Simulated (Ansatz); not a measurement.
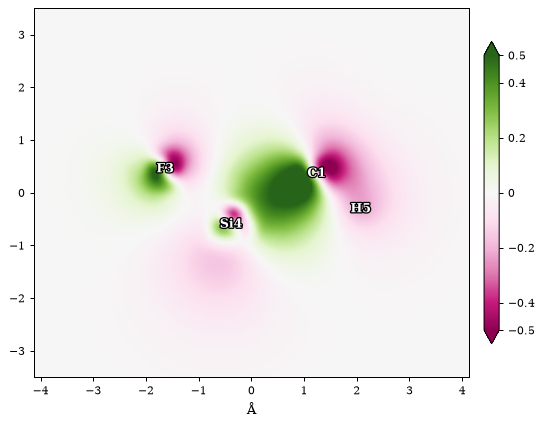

*CH4F2Si (SMILES FC[SiH2]F). The HOMO on the plane of atoms C1, Si4 and F3 (values in Å⁻³ᐟ²; the overall sign is arbitrary).*

Geometry: PBE0-D3(BJ)/pcseg-1.

All numbers below come from Ansatz 0.2.0, isolated molecule in a Gaussian basis; Kohn-Sham density functional theory, functional PBE0.

```xyz
8

C    -1.0255   -0.3462   -0.3755
F    -1.0899    0.1267   -1.6816
F     1.8306   -0.4741   -0.0715
Si    0.5030   -1.4200   -0.1223
H    -1.9365   -0.9300   -0.1736
H    -1.0249    0.5168    0.3058
H     0.6564   -2.3807   -1.2444
H     0.3803   -2.1097    1.1928
```

Describe this orbital and give its energy.

Answer. Its weight (Hirshfeld) is mainly on C1 (about 30 %), F2 (about 25 %) and Si4 (about 20 %). Its energy is −8.94 eV.
